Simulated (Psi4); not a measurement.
# BLYP/def2-SVPD run of CH5BS (SMILES BSC)

What is the energy change on altering one bond length of CH5BS at BLYP/def2-SVPD? 

Program for the calculation: Psi4 1.11.

5 further runs of the same task are left out: 3 that didn't finish, 2 set aside as unsound or not needed.

## (1) The structure to begin with

CH5BS has 8 atoms, charge 0, and is taken as a singlet. SMILES: `BSC`. The coordinates come from a PBE0-D4/def2-TZVP relaxation.

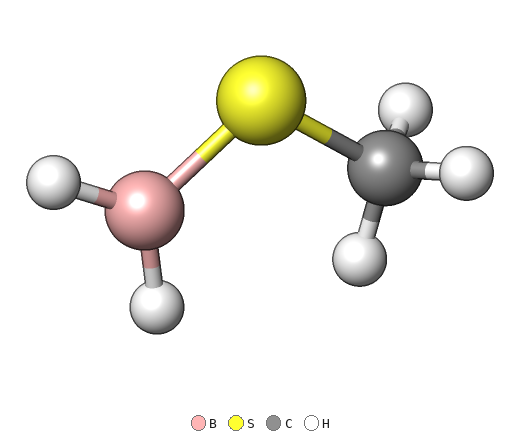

Viewed from a chosen angle; boron pink, sulfur yellow, carbon grey, hydrogen white.

## (2) The energy at BLYP/def2-SVPD

The input, ch5bs.json:

```json
{
 "schema_name": "qcschema_input",
 "schema_version": 1,
 "molecule": {
  "schema_name": "qcschema_molecule",
  "schema_version": 2,
  "symbols": ["B", "S", "C", "H", "H", "H", "H", "H"],
  "geometry": [-1.64387276, 1.80544434, -1.71587132, 1.33754815, 1.61401508, -0.30046645, 1.40104295, -1.39027151, 1.32828849, -3.15168523, 0.14229638, -1.49345056, -2.05243154, 3.68080855, -2.89676118, 1.72078461, -1.06013636, 3.33555558, 2.94721686, -2.52656383, 0.58071284, -0.38455927, -2.37349601, 1.05673485],
  "molecular_charge": 0,
  "molecular_multiplicity": 1,
  "fix_symmetry": "c1"
 },
 "driver": "energy",
 "model": {
  "method": "blyp",
  "basis": "def2-SVPD"
 },
 "keywords": {
  "puream": true,
  "e_convergence": 1e-09,
  "d_convergence": 1e-08,
  "scf_type": "pk",
  "dft_radial_points": 99,
  "dft_spherical_points": 590
 }
}
```

On the command line:

```sh
$ psi4 --qcschema ch5bs.json -n 1 --memory 1600MB
```

stdout (excerpt; [...] marks lines left out):

```text
[...]
  Running in c1 symmetry.
[...]
  Nuclear repulsion =   94.654244978546728
[...]
  Multiplicity = 1
[...]
  Nalpha       = 16
  Nbeta        = 16
[...]
    Number of basis functions: 107
[...]
   @RKS iter   1:  -463.60343413363870   -1.06389e-01   7.00336e-03 ADIIS/DIIS
[...]
   @RKS iter  11:  -463.94452005460971   -4.87148e-11   7.48017e-09 DIIS
[...]
    Orbital Energies [Eh]
    ---------------------
    Doubly Occupied:
       1A    -88.117841     2A     -9.956940     3A     -7.690924
       4A     -6.552497     5A     -5.726391     6A     -5.720314
       7A     -5.720277     8A     -0.718919     9A     -0.590395
      10A     -0.439424    11A     -0.391638    12A     -0.388374
      13A     -0.353257    14A     -0.299263    15A     -0.268868
      16A     -0.243492
[...]
  @RKS Final Energy:  -463.94452005460971
   => Energetics <=
    Nuclear Repulsion Energy =             94.6542449785467284
    One-Electron Energy =                -824.4531632734112918
    Two-Electron Energy =                 302.7935089496182286
    DFT Exchange-Correlation Energy =     -36.9391107093634048
    Empirical Dispersion Energy =           0.0000000000000000
    VV10 Nonlocal Energy =                  0.0000000000000000
    Total Energy =                       -463.9445200546097112
[...]
 Multipole Moments:
 ------------------------------------------------------------------------------------
     Multipole            Electronic (a.u.)      Nuclear  (a.u.)        Total (a.u.)
 ------------------------------------------------------------------------------------
 L = 1.  Multiply by 2.5417464519 to convert [e a0] to [Debye]
 Dipole X            :          1.1177416           -0.9527824            0.1649593
 Dipole Y            :          3.1300596           -3.6939449           -0.5638853
 Dipole Z            :         -1.1743989            1.5476672            0.3732683
 Magnitude           :                                                    0.6960657
[...]
```

The result, in JSON:

```text
{
 "driver": "energy",
 "model": {
  "method": "blyp",
  "basis": "def2-SVPD"
 },
 "success": true,
 "return_result": -463.9445200546097,
 "properties": {
  "calcinfo_nbasis": 107,
  "calcinfo_nmo": 107,
  "calcinfo_nalpha": 16,
  "calcinfo_nbeta": 16,
  "calcinfo_natom": 8,
  "nuclear_repulsion_energy": 94.65424497854673,
  "return_energy": -463.9445200546097,
  "scf_one_electron_energy": -824.4531632734113,
  "scf_two_electron_energy": 302.79350894961823,
  "scf_xc_energy": -36.939110709363405,
  "scf_dipole_moment": [0.1649592522825949, -0.563885322223165, 0.37326834351003435],
  "scf_total_energy": -463.9445200546097,
  "scf_iterations": 11
 }
}
```

It took 34 s on 1 thread of AMD EPYC 7R43 (Zen 3), shared host; peak memory 0.61 GiB.

## (3) The distorted shape: energy and forces at BLYP/def2-SVPD

The input, calc.py:

```python
import psi4

psi4.set_memory('1600 MB')
psi4.set_num_threads(1)
psi4.set_output_file('psi4.out', False)

mol = psi4.geometry("""
0 1
B
S 1 1.7494
C 2 1.808719 1 105.76385
H 1 1.193765 2 121.19046 3 0.01164
H 1 2.1465 4 122.95755 2 179.97132
H 3 1.089687 2 109.05482 1 -120.33332
H 3 1.08973 6 109.01088 2 118.9308
H 3 1.088209 6 109.88907 7 120.48307
units angstrom
symmetry c1
no_reorient
no_com
""")

psi4.set_options({
    'basis': 'def2-SVPD',
    'reference': 'rks',
    'puream': True,
    'e_convergence': 1e-09,
    'd_convergence': 1e-08,
    'scf_type': 'pk',
    'dft_radial_points': 99,
    'dft_spherical_points': 590,
})

e = psi4.gradient("blyp")
print('gradient / Eh bohr^-1')
print(e.np.round(6))
for k, v in sorted(psi4.core.scalar_variables().items()):
    print(f'{k:45s} {v:18.10f}')
```

On the command line:

```sh
$ python calc.py
```

psi4.out (excerpt; [...] marks lines left out):

```text
[...]
  Running in c1 symmetry.
[...]
  Nuclear repulsion =   92.565859588807882
[...]
  Multiplicity = 1
[...]
  Nalpha       = 16
  Nbeta        = 16
[...]
    Number of basis functions: 107
[...]
   @RKS iter   1:  -463.45878593321663   -7.37218e-02   7.24373e-03 DIIS/ADIIS
[...]
   @RKS iter  12:  -463.83927301411842   -1.39266e-11   8.61283e-09 DIIS
[...]
  @RKS Final Energy:  -463.83927301411842
   => Energetics <=
    Nuclear Repulsion Energy =             92.5658595888078821
    One-Electron Energy =                -819.7874790719506564
    Two-Electron Energy =                 300.1698518808253198
    DFT Exchange-Correlation Energy =     -36.7875054118009146
    Empirical Dispersion Energy =           0.0000000000000000
    VV10 Nonlocal Energy =                  0.0000000000000000
    Total Energy =                       -463.8392730141184188
[...]
 Multipole Moments:
 ------------------------------------------------------------------------------------
     Multipole            Electronic (a.u.)      Nuclear  (a.u.)        Total (a.u.)
 ------------------------------------------------------------------------------------
 L = 1.  Multiply by 2.5417464519 to convert [e a0] to [Debye]
 Dipole X            :         -0.0015510            0.0012102           -0.0003408
 Dipole Y            :          2.2055783           -3.3661716           -1.1605933
 Dipole Z            :          1.0928425           -0.3464469            0.7463956
 Magnitude           :                                                    1.3798853
[...]
  -Total Gradient:
     Atom            X                  Y                   Z
    ------   -----------------  -----------------  -----------------
       1       -0.000039248730    -0.042853000356     0.019258256823
       2        0.000000342456    -0.027221555320    -0.000400064282
       3       -0.000019271667     0.008352148328     0.000354884991
       4       -0.000004015011    -0.001617186101     0.009885169523
       5        0.000042575225     0.052371233871    -0.025781939046
       6        0.008253269692     0.001686154093    -0.005050434718
       7       -0.008199350296     0.001670975588    -0.005086709099
       8       -0.000034315528     0.007613455098     0.006825596319
[...]
```

Standard output:

```text
gradient / Eh bohr^-1
[[-3.9000e-05 -4.2853e-02  1.9258e-02]
 [ 0.0000e+00 -2.7222e-02 -4.0000e-04]
 [-1.9000e-05  8.3520e-03  3.5500e-04]
 [-4.0000e-06 -1.6170e-03  9.8850e-03]
 [ 4.3000e-05  5.2371e-02 -2.5782e-02]
 [ 8.2530e-03  1.6860e-03 -5.0500e-03]
 [-8.1990e-03  1.6710e-03 -5.0870e-03]
 [-3.4000e-05  7.6130e-03  6.8260e-03]]
CURRENT ENERGY                                   -463.8392730141
CURRENT REFERENCE ENERGY                         -463.8392730141
DD SOLVATION ENERGY                                 0.0000000000
DFT FUNCTIONAL TOTAL ENERGY                      -463.8392730141
DFT TOTAL ENERGY                                 -463.8392730141
DFT VV10 ENERGY                                     0.0000000000
DFT XC ENERGY                                     -36.7875054118
GRID ELECTRONS ALPHA                               15.9999997634
GRID ELECTRONS BETA                                15.9999997634
GRID ELECTRONS TOTAL                               31.9999995268
NUCLEAR REPULSION ENERGY                           92.5658595888
ONE-ELECTRON ENERGY                              -819.7874790720
PCM POLARIZATION ENERGY                             0.0000000000
PE ENERGY                                           0.0000000000
SCF ITERATION ENERGY                             -463.8392730141
SCF ITERATIONS                                     12.0000000000
SCF TOTAL ENERGY                                 -463.8392730141
TWO-ELECTRON ENERGY                               300.1698518808
XC GRID RADIAL POINTS                              99.0000000000
XC GRID SPHERICAL POINTS                          590.0000000000
XC GRID TOTAL POINTS                           448054.0000000000
```

Wall time 46 s (1 thread of AMD EPYC 7R43 (Zen 3), shared host); peak memory 0.6 GiB.

## (4) Outcome

Level: BLYP/def2-SVPD.

| quantity | value |
| --- | --- |
| first shape: total energy | -463.94452 Eh |
| first shape: dipole moment | 1.77 D |
| first shape: HOMO energy | -6.63 eV |
| first shape: LUMO energy | -1.85 eV |
| first shape: HOMO–LUMO gap | 4.77 eV |
| distorted shape: total energy | -463.83927 Eh |
| distorted shape: dipole moment | 3.51 D |
| distorted shape: HOMO energy | -6.19 eV |
| distorted shape: LUMO energy | -2.25 eV |
| distorted shape: HOMO–LUMO gap | 3.94 eV |
| distorted shape: largest force on an atom | 3.002 eV/Å |
| energy change with the B1–H5 bond stretched from 1.193 to 2.146 Å | 2.864 eV |

**Reading.** One bond (distorted shape) is far stretched, which a spin-restricted single reference describes badly; a broken-symmetry solution may lie lower. With the B1–H5 bond stretched from 1.193 to 2.146 Å the energy rises by 2.86 eV (276 kJ/mol). The first shape isn't relaxed at this level, so the change isn't measured from a minimum. A restricted reference can't describe the breaking bond well at this length.
